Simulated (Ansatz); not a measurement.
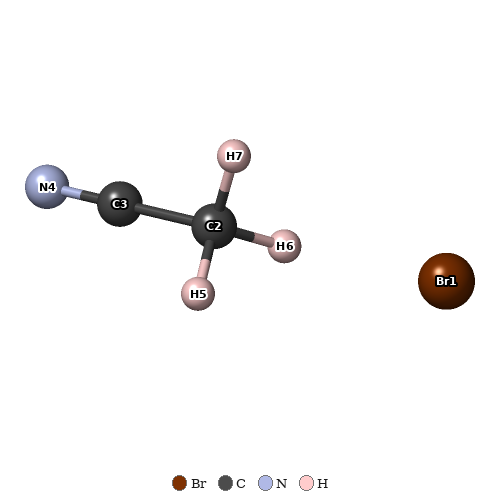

The system is the pair Br···C₂H₃N, charge −1; the picture shows the reference structure. The first coordinate is: separation of C2 and Br1 along their line in the relaxed pair; the second: sideways slip of Br1. Nothing is relaxed (both partners rigid). The grid has 11 × 11 points. Points are written as (first, second). Energies are in cm⁻¹, from the lowest grid point. Theory: RHF/def2-SVPD (Ansatz 0.2.0).

Its coordinates:

```xyz
7

Br   -0.5865    1.0210   -3.3221
C     0.0166   -0.0289    0.0943
C     0.2614   -0.4552    1.4802
N     0.4503   -0.7841    2.5500
H     0.3043   -0.8096   -0.6040
H    -1.0356    0.1928   -0.0589
H     0.5894    0.8639   -0.1395
```

Range: separation of C2 and Br1 along their line in the relaxed pair from 3.045 to 5.045 Å; sideways slip of Br1 from −2.20 to 2.20 Å.

**What landscape does the calculation give?**

The lowest grid point is at (3.599 Å, 0.00 Å). It is the only kind of minimum in the scanned range. The highest grid point, (5.045 Å, 2.20 Å), lies 1636 cm⁻¹ above the lowest.

```csv
"second ↓, first →",3.045,3.124,3.255,3.415,3.599,3.803,4.023,4.259,4.508,4.770,5.045
2.20,191,201,249,345,485,658,851,1053,1255,1451,1636
1.76,236,168,125,157,265,430,632,853,1076,1295,1503
1.32,527,336,149,74,118,257,456,687,927,1164,1390
0.88,960,628,273,73,40,141,328,564,815,1065,1305
0.44,1342,896,406,104,8,76,252,488,745,1004,1252
0.00,1493,1003,462,121,0,56,227,462,722,983,1234
−0.44,1342,896,406,104,8,76,252,488,745,1004,1252
−0.88,961,628,273,73,40,141,328,564,815,1065,1305
−1.32,527,336,149,74,118,257,455,686,927,1164,1390
−1.76,235,167,124,156,264,430,632,852,1076,1295,1503
−2.20,189,199,247,343,484,657,850,1053,1255,1450,1636
```

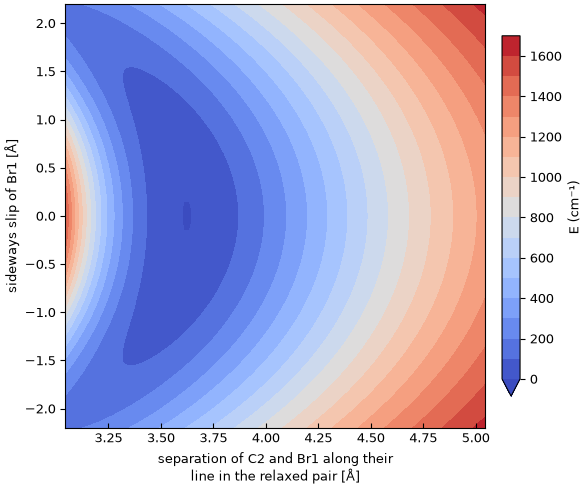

Drawn: filled contours. Between grid points the surface is interpolated.

Each point was launched as `ansatz run input.yaml --threads 1 --pin off --max-ram 2560MiB --backend cpu --events-out ev --progress --plain --runs-dir out`. Time for the 121 points that were run: 6.3 min on 1 thread of Arm Neoverse V2, on a shared host.
